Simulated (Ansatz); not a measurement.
## Single-point calculation of CH₅NOSSi

The run: single-point calculation of CH₅NOSSi. Method and program: RKS r2SCAN-D4/def2-TZVPP (Ansatz 0.2.0).

The geometry comes from this level: PBE0-D4/def2-TZVP. Figures and captions count atoms from 1; the log counts them from 0 in places.

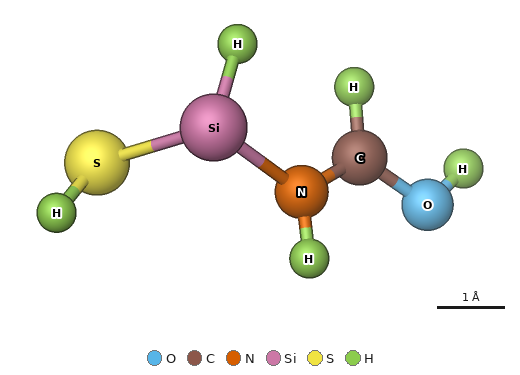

The input geometry (ball-and-stick view, seen at a tilt).

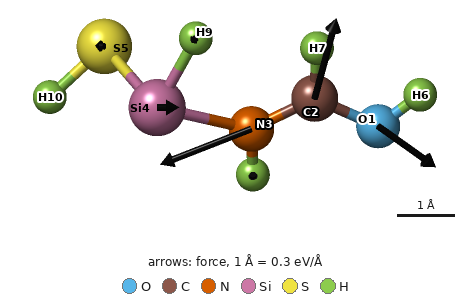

Forces on the atoms as black arrows (ball-and-stick view, seen at a tilt; atoms are numbered from 1 in the order of the input); the smallest are left out. The largest act on N3 (0.52 eV/Å); C2 (0.50 eV/Å); O1 (0.41 eV/Å). The geometry is not a stationary point of this energy.

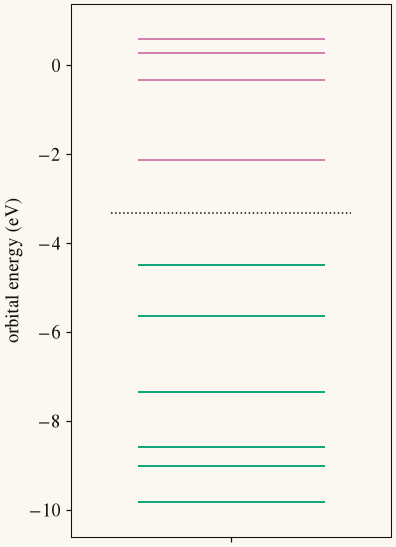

Orbital energies near the frontier; the dotted line parts filled from empty levels, and levels within 0.02 eV of each other stand side by side. Highest filled −4.51 eV, lowest empty −2.14 eV, 2.37 eV apart.

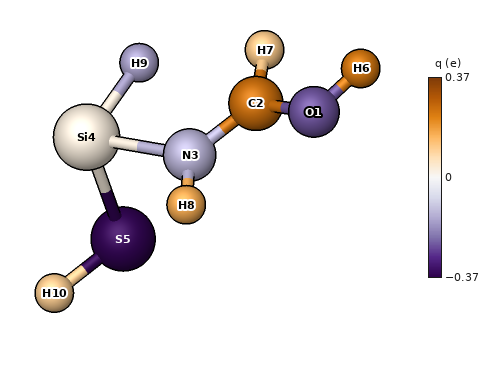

Mulliken charges, as the colour of each atom (ball-and-stick view, seen at a tilt; atoms are numbered from 1 in the order of the input). By element: O −0.25, C +0.25, N −0.14, Si +0.03, S −0.36 and H −0.16 to +0.24 e.

The input and output of the run follow.

## The input
```yaml
crystal:
  periodic: [false, false, false]
  atoms:
    - {symbol: O, position_ang: [-0.538861, -1.438804, 1.936781]}
    - {symbol: C, position_ang: [-0.510723, -0.438110, 1.066316]}
    - {symbol: N, position_ang: [-0.093208, -0.589703, -0.122096]}
    - {symbol: Si, position_ang: [-0.325498, 0.656190, -1.609058]}
    - {symbol: S, position_ang: [1.759367, 1.348408, -1.656098]}
    - {symbol: H, position_ang: [-0.855478, -1.133871, 2.793401]}
    - {symbol: H, position_ang: [-0.877108, 0.539451, 1.372253]}
    - {symbol: H, position_ang: [0.260235, -1.517373, -0.338660]}
    - {symbol: H, position_ang: [-0.778480, 1.689291, -0.577889]}
    - {symbol: H, position_ang: [2.042853, 0.833423, -2.861950]}
basis:
  gaussian: {orbitals: def2-TZVPP}
hamiltonian: {xc: r2scan, dispersion: d4}
output: {forces: true, orbitals: {seedname: orbitals}}
```

Run as:
```bash
ansatz run in.yaml --threads 4 --pin off --events-out ev --progress --plain --max-ram 10444MiB
```

## Log
```
Functional definition: r2SCAN
  name "r2SCAN"
  cite "Furness, Kaplan, Ning, Perdew & Sun, J. Phys. Chem. Lett. 11, 8208 (2020) doi:10.1021/acs.jpclett.0c02405"
  cite "Furness, Kaplan, Ning, Perdew & Sun, J. Phys. Chem. Lett. 11, 9248 (2020) doi:10.1021/acs.jpclett.0c03077"
  parent r2scan
  parameter k0 = 0.174
  parameter k1 = 0.065
  parameter a1 = 4.9479
  exchange = r2scan_x(k0 = k0, k1 = k1, a1 = a1)
  correlation = r2scan_c
1353 factors; their error is unknown
mean field evaluation 1: about -23359.5864 eV, gradient 6.3e1 eV
mean field evaluation 2: about -23346.7127 eV, gradient 9.7e1 eV
mean field evaluation 4: about -23366.8041 eV, gradient 9.1e0 eV
mean field evaluation 8: about -23366.9691 eV, gradient 2.7e-1 eV
mean field evaluation 16: about -23366.9386 eV, gradient 8.0e-3 eV
mean field -23366.93855809 eV, -858.7191533300 hartree, gradient 7.8e-5 eV, S^2 0.000000; 0 other end points of the search recorded, 0 dependent functions left out
the calculation of the forces begins
reference -23366.93856957 eV, -858.7191537517 hartree; 28, 28 occupied and 219, 219 virtual orbitals, 1353 factors
Total energy: -23366.99798860 eV, -858.7213373608 hartree
Atom 0 at    -0.538861    -1.438804     1.936781 Å, force    -0.013302    -0.351167     0.204572 eV/Å
Atom 1 at    -0.510723    -0.438110     1.066316 Å, force    -0.143093     0.411512     0.244618 eV/Å
Atom 2 at    -0.093208    -0.589703    -0.122096 Å, force     0.127622    -0.001096    -0.509014 eV/Å
Atom 3 at    -0.325498     0.656190    -1.609058 Å, force    -0.032226    -0.042637     0.106349 eV/Å
Atom 4 at     1.759367     1.348408    -1.656098 Å, force     0.045354     0.010054    -0.036220 eV/Å
Atom 5 at    -0.855478    -1.133871     2.793401 Å, force    -0.014783     0.021282     0.024264 eV/Å
Atom 6 at    -0.877108     0.539451     1.372253 Å, force     0.000592    -0.020703     0.014431 eV/Å
Atom 7 at     0.260235    -1.517373    -0.338660 Å, force     0.023557    -0.031596    -0.001591 eV/Å
Atom 8 at    -0.778480     1.689291    -0.577889 Å, force    -0.013716    -0.003565    -0.036082 eV/Å
Atom 9 at     2.042853     0.833423    -2.861950 Å, force     0.019994     0.007917    -0.011326 eV/Å
Dipole moment:    -0.351065    -0.652870     1.206282 e Å
```

## Key numbers

- outcome: converged
- total energy: −23366.9980 eV
- mean-field energy: −23366.9386 eV
- dispersion energy: −0.0594 eV
- SCF solution under orbital rotations: stable
- HOMO: −4.51 eV
- LUMO: −2.14 eV
- largest force (length of the vector): 0.525 eV/Å
- dipole moment: 6.80 D
- hardware: 4 threads of Arm Neoverse V1, 23 GiB of memory available, shared host
- wall time: 4.8 s (CPU time 17 s)
- peak memory: 0.35 GiB
